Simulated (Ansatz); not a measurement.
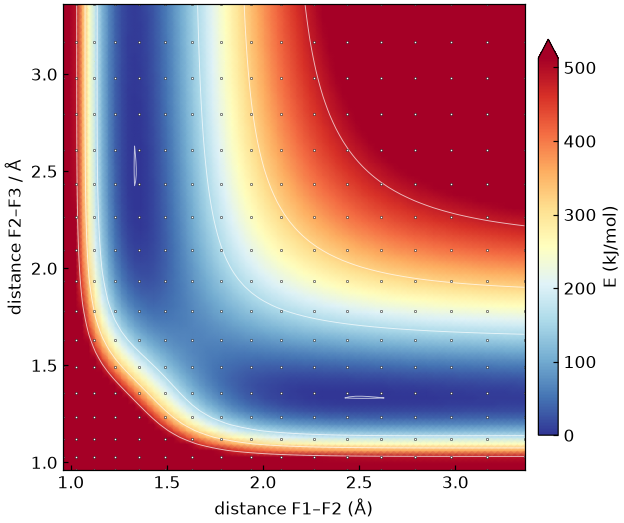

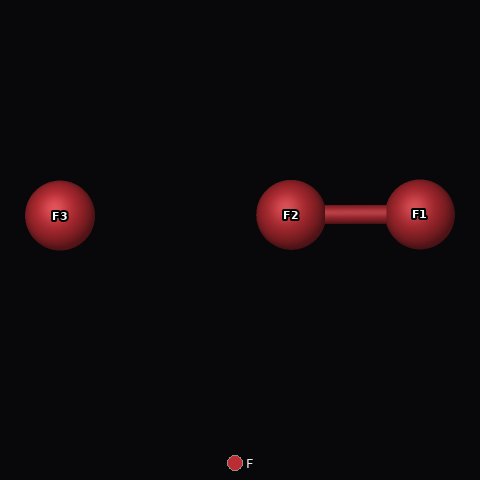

Energy landscape of the system F⁻ + F₂. The first coordinate is: distance F1–F2; the second: distance F2–F3. Nothing is relaxed (the angle F1–F2–F3 is fixed at 180 degrees). The scan uses a 17 × 17 grid; 153 points were computed and 136 follow by symmetry. Points are written as (first, second). All energies are given in kJ/mol relative to the lowest grid point. The reference is spin-restricted, so regions where a bond is pulled apart into radicals lie too high. These are results of RHF/def2-TZVPD in Ansatz, not measurements.

In the figure: a smooth colour map with a few white contour lines, dots at the grid points, one colour for all values above the top of the scale. Between grid points the surface is interpolated. The second picture is the structure at the lowest point.

Q: What does the map say about the system?

A: The lowest grid point is at (1.356 Å, 2.435 Å). The same energy is found at (2.435 Å, 1.356 Å). The highest grid point, (0.960 Å, 0.960 Å), lies 3848 kJ/mol above the lowest. On the interpolated surface the lowest path from the side where the first distance is long, about (3.16 Å, 1.33 Å), to the well on the other side, about (1.34 Å, 2.51 Å), has its top at (1.631 Å, 1.631 Å), about 61 kJ/mol above the start and 66 kJ/mol above the end.

Grid values (kJ/mol):

```tsv
distance F2–F3 ↓, distance F1–F2 →	0.960	1.121	1.356	1.631	1.935	2.263	2.611	2.978	3.360
3.167	872	192	6	137	334	486	583	642	677
2.792	874	192	2	128	313	454	543	598	630
2.435	883	197	0	112	277	400	478	525	553
2.096	916	223	9	91	218	312	371	406	427
1.779	1030	320	60	69	129	179	211	230	241
1.489	1381	615	224	78	37	34	41	48	54
1.232	2249	1318	603	225	84	44	36	37	39
1.025	3401	2374	1315	774	581	523	507	504	504
```

The table holds every second grid line.

The whole map (153 points run) took 4.1 min on 1 thread of Intel(R) Xeon(R) Platinum 8259CL CPU @ 2.50GHz (Skylake/Cascade Lake), on a shared host.
